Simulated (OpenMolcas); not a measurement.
# [WSCl5]2− ([WSCl5]2-): a chain of runs

We compute a series of 8 runs (ROHF/ANO-RCC-MB, CASSCF(1,5)/ANO-RCC-VDZ, CASPT2(1,5)/ANO-RCC-VDZ, PC-NEVPT2(1,5)/ANO-RCC-VDZ, MC-PDFT[tPBE](1,5)/ANO-RCC-VDZ, SC-NEVPT2(1,5)/ANO-RCC-VDZ) of [WSCl5]2− ([WSCl5]2-). 

Program for the calculation: OpenMolcas 26.06.

1 further run of the same task is left out (set aside as unsound or not needed).

## 1. The molecule

[WSCl5]2−: 7 atoms, total charge -2, spin state doublet. As SMILES, `[S]=[W-2]([Cl])([Cl])([Cl])([Cl])[Cl]`. The shape comes from GFN2-xTB, which is rough for such elements, and wasn't checked as a minimum.

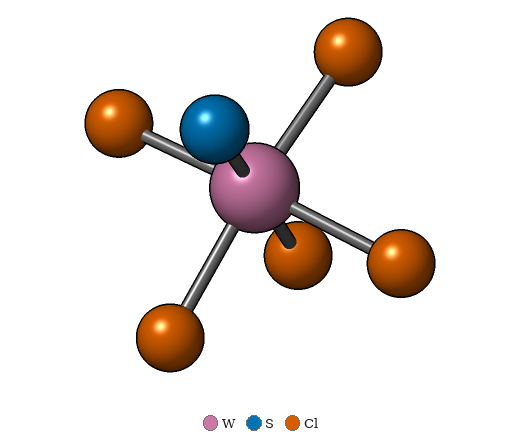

The structure, seen from a chosen angle (tungsten pink, sulfur blue, chlorine orange).

## 2. The energy at ROHF/ANO-RCC-MB (DKH2) (run 1)

File step1.inp:

```
* Cl5SW Hartree-Fock
&GATEWAY
Coord
7
angstrom
W       -0.001820      -0.001300       0.186290
S       -0.019700      -0.026780       2.393610
Cl       0.018130      -0.008490      -2.291790
Cl       2.422230       0.026500      -0.050070
Cl      -2.422820       0.016430      -0.093630
Cl       0.001570       2.417100      -0.062990
Cl       0.002420      -2.423460      -0.081430
Basis=ANO-RCC-MB
Group=NoSym
&SEWARD
&SCF
UHF
Charge=-2
Spin=2
PrOrbitals=1 2
&RASSCF
FileOrb=$Project.UnaOrb
Spin=2
Nactel=1 0 0
Inactive=88
Ras2=1
OutOrbitals=Canonical
OrbListing=Nothing
```

The run is started by

```
$ export MOLCAS_MEM=1860
$ pymolcas step1.inp > step1.log
```

Output:

```text
--- Start Module: gateway ---
[...]
--- Stop Module: gateway /rc=_RC_ALL_IS_WELL_ ---
[...]
      Basis functions           97
[...]
--- Start Module: scf ---
[...]
       Convergence after  31 Iterations
[...]
::    Total SCF energy                             -18830.8242467817
[...]
      Total spin, S                                     0.8418909737
[...]
--- Stop Module: scf /rc=_RC_ALL_IS_WELL_ ---
[...]
--- Start Module: rasscf ---
[...]
      Number of active orbitals                  1
[...]
      Spin quantum number                      0.5
[...]
      Active orbitals                            1
[...]
      Number of CSFs                             1
[...]
      Number of root(s) required                 1
[...]
      Convergence after 12 iterations
[...]
      printout of CI-coefficients larger than  0.05 for root  1
      energy=  -18830.806629
      conf/sym  1     Coeff  Weight
             1  u   1.00000 1.00000
      Natural orbitals and occupation numbers for root  1
      sym 1:   1.000000
      ************************************************************************************************************************
      *                                                    Final results                                                     *
[...]
::    RASSCF root number  1 Total energy: -18830.80662911
[...]
      Total electronic charge=  177.000000
      Total            charge=   -2.000000
[...]
      Dipole Moment (debye):
      Origin of the operator (angstrom)=   -0.0005   -0.0003    0.0527
                   X= -1.2192E-02               Y=  3.0345E-02               Z=  2.0405E+00           Total=  2.0408E+00
      Center of Charge (angstrom)
[...]
--- Stop Module: rasscf /rc=_RC_ALL_IS_WELL_ ---
[...]
```

Wall time 53 s (1 thread of Intel Xeon 6975P-C (Granite Rapids), shared host); peak memory 0.56 GiB.

## 3. The excited states at CASSCF(1,5)/ANO-RCC-VDZ (DKH2, RICD fitting, 5 states averaged) (run 2)

File step2.input:

```
&GATEWAY
 Coord
 7
 angstrom
 W       -0.001820      -0.001300       0.186290
 S       -0.019700      -0.026780       2.393610
 Cl       0.018130      -0.008490      -2.291790
 Cl       2.422230       0.026500      -0.050070
 Cl      -2.422820       0.016430      -0.093630
 Cl       0.001570       2.417100      -0.062990
 Cl       0.002420      -2.423460      -0.081430
 Basis
 ANO-RCC-MB
 Group
 NoSym

&SEWARD

&RASSCF
 FileOrb
 $CurrDir/step1.RasOrb
 Spin
 2
 Nactel
 1 0 0
 Inactive
 88
 Ras2
 5
 CIRoot
 5 5 1
 OrbListing
 Nothing
>>> COPY $Project.RunFile RUNFIL1
>>> COPY $Project.RasOrb INPORB

&GATEWAY
 Coord
 7
 angstrom
 W       -0.001820      -0.001300       0.186290
 S       -0.019700      -0.026780       2.393610
 Cl       0.018130      -0.008490      -2.291790
 Cl       2.422230       0.026500      -0.050070
 Cl      -2.422820       0.016430      -0.093630
 Cl       0.001570       2.417100      -0.062990
 Cl       0.002420      -2.423460      -0.081430
 Basis
 ANO-RCC-VDZ
 Group
 NoSym
 RICD

&SEWARD
>>> COPY $Project.RunFile RUNFIL2

&EXPBAS

&RASSCF
 FileOrb
 $Project.ExpOrb
 Spin
 2
 Nactel
 1 0 0
 Inactive
 88
 Ras2
 5
 CIRoot
 5 5 1
 OrbListing
 Nothing
```

The run is started by

```
$ export MOLCAS_MEM=1860
$ pymolcas step2.input > step2.log
```

Output:

```text
--- Start Module: gateway ---
[...]
      Basis functions           97
[...]
      Number of active orbitals                  5
[...]
      Spin quantum number                      0.5
[...]
      Active orbitals                            5
[...]
      Number of CSFs                             5
[...]
      Number of root(s) required                 5
[...]
      Convergence after 12 iterations
[...]
      Natural orbitals and occupation numbers for root  1
      sym 1:   1.000000   0.000000   0.000000  -0.000000  -0.000000
      Natural orbitals and occupation numbers for root  2
      sym 1:  -0.000000   1.000000   0.000000  -0.000000  -0.000000
      Natural orbitals and occupation numbers for root  3
      sym 1:   1.000000  -0.000000   0.000000   0.000000  -0.000000
[...]
::    RASSCF root number  1 Total energy: -18830.80320763
::    RASSCF root number  2 Total energy: -18830.77049998
[...]
      Basis functions          137
[...]
--- Start Module: expbas ---
[...]
      Convergence after 19 iterations
[...]
      Natural orbitals and occupation numbers for root  2
      sym 1:   0.000000  -0.000000   1.000000  -0.000000   0.000000
      Natural orbitals and occupation numbers for root  3
      sym 1:   1.000000   0.000000   0.000000  -0.000000  -0.000000
      Natural orbitals and occupation numbers for root  4
      sym 1:  -0.000000  -0.000000  -0.000000   1.000000   0.000000
      Natural orbitals and occupation numbers for root  5
      sym 1:   0.000000   0.000000   0.000000   0.000000   1.000000
[...]
::    RASSCF root number  2 Total energy: -18830.88312447
::    RASSCF root number  3 Total energy: -18830.88309592
::    RASSCF root number  4 Total energy: -18830.80366153
::    RASSCF root number  5 Total energy: -18830.76622888
[...]
      Total electronic charge=  177.000000
      Total            charge=   -2.000000
[...]
```

It took 90 s on 1 thread of Intel Xeon 6975P-C (Granite Rapids), shared host; peak memory 0.61 GiB.

The roots found:

| excited state | energy (eV) |
| --- | --- |
| 1 | 0.868 |
| 2 | 0.869 |
| 3 | 3.030 |
| 4 | 4.049 |

Runs 3 to 7 aren't shown in full; the table further down has their settings and results.

## 4. The energy at SC-NEVPT2(1,5)/ANO-RCC-VDZ (DKH2, RICD fitting, pt2 variant SC-NEVPT2) (run 8)

File step8.input:

```
&GATEWAY
  COORD
  7
  angstrom
  W       -0.001820      -0.001300       0.186290
  S       -0.019700      -0.026780       2.393610
  Cl       0.018130      -0.008490      -2.291790
  Cl       2.422230       0.026500      -0.050070
  Cl      -2.422820       0.016430      -0.093630
  Cl       0.001570       2.417100      -0.062990
  Cl       0.002420      -2.423460      -0.081430
  BASIS=ANO-RCC-VDZ
  GROUP=NoSym
  RICD

&SEWARD

&RASSCF
  FILEORB=$CurrDir/step2.RasOrb
  SPIN=2
  NACTEL=1 0 0
  INACTIVE=88
  RAS2=5
  ORBLISTING=Nothing

&CASPT2
  SC-NEVPT2
```

The run is started by

```
$ export MOLCAS_MEM=1860
$ pymolcas step8.input > step8.log
```

Output:

```text
--- Start Module: gateway ---
[...]
--- Stop Module: gateway /rc=_RC_ALL_IS_WELL_ ---
[...]
      Basis functions          137
[...]
--- Start Module: rasscf ---
[...]
      Number of active orbitals                  5
[...]
      Spin quantum number                      0.5
[...]
      Active orbitals                            5
[...]
      Number of CSFs                             5
[...]
      Number of root(s) required                 1
[...]
      Convergence after 13 iterations
[...]
      printout of CI-coefficients larger than  0.05 for root  1
      energy=  -18830.919154
      conf/sym  11111     Coeff  Weight
             3  00u00   1.00000 1.00000
      Natural orbitals and occupation numbers for root  1
      sym 1:  -0.000000   0.000000   1.000000   0.000000   0.000000
      ************************************************************************************************************************
      *                                                    Final results                                                     *
[...]
::    RASSCF root number  1 Total energy: -18830.91915371
[...]
      Total electronic charge=  177.000000
      Total            charge=   -2.000000
[...]
      Dipole Moment (debye):
      Origin of the operator (angstrom)=   -0.0005   -0.0003    0.0527
                   X= -1.2313E-02               Y=  3.8105E-02               Z=  2.3405E+00           Total=  2.3408E+00
      Center of Charge (angstrom)
[...]
--- Stop Module: rasscf /rc=_RC_ALL_IS_WELL_ ---
[...]
--- Start Module: caspt2 ---
[...]
      E2 (Variational):          -0.5229936578
[...]
      E2 (Variational):          -0.5229247348
      Total energy:          -18831.4420784415
[...]
      Reference weight:           0.80380
[...]
::    SC-NEVPT2 Root  1     Total energy: -18831.44207844
[...]
--- Stop Module: caspt2 /rc=_RC_ALL_IS_WELL_ ---
[...]
```

Run time: 44 s. Hardware: 1 thread of Intel Xeon 6975P-C (Granite Rapids), shared host; peak memory 0.61 GiB.

## 5. All runs side by side

| run | level | integral approximation | task | energy (Eh) | wall time |
| --- | --- | --- | --- | --- | --- |
| 1 | ROHF/ANO-RCC-MB (DKH2) | none | energy | -18830.806629 | 53 s |
| 2 | CASSCF(1,5)/ANO-RCC-VDZ (DKH2, RICD fitting, 5 states averaged) | RICD | excited | -18830.915019 | 90 s |
| 3 | CASSCF(1,5)/ANO-RCC-VDZ (DKH2, RICD fitting, multiplet size 2, 5 states averaged) | RICD | magnetism | -18830.915019 | 37 s |
| 4 | CASPT2(1,5)/ANO-RCC-VDZ (DKH2, RICD fitting, ipea shift 0.25 Eh, multiplet size 2, pt2 variant XMS, 5 states averaged) | RICD | magnetism | -18831.492031 | 50 s |
| 5 | PC-NEVPT2(1,5)/ANO-RCC-VDZ (DKH2, RICD fitting, pt2 variant QD-PC-NEVPT2, 5 states averaged) | RICD | excited | -18831.455100 | 51 s |
| 6 | MC-PDFT[tPBE](1,5)/ANO-RCC-VDZ (DKH2, RICD fitting, 5 states averaged) | RICD | excited | -18839.565986 | 44 s |
| 7 | CASPT2(1,5)/ANO-RCC-VDZ (DKH2, RICD fitting, ipea shift 0.25 Eh, pt2 variant SS) | RICD | energy | -18831.466341 | 45 s |
| 8 | SC-NEVPT2(1,5)/ANO-RCC-VDZ (DKH2, RICD fitting, pt2 variant SC-NEVPT2) | RICD | energy | -18831.442078 | 44 s |

## 6. What came out

| quantity | value |
| --- | --- |
| run 8, SC-NEVPT2(1,5)/ANO-RCC-VDZ: total energy | -18831.44208 Eh |

In run 1 the basis is minimal, so the values are rough. All runs together took 6.9 min, the longest 90 s.
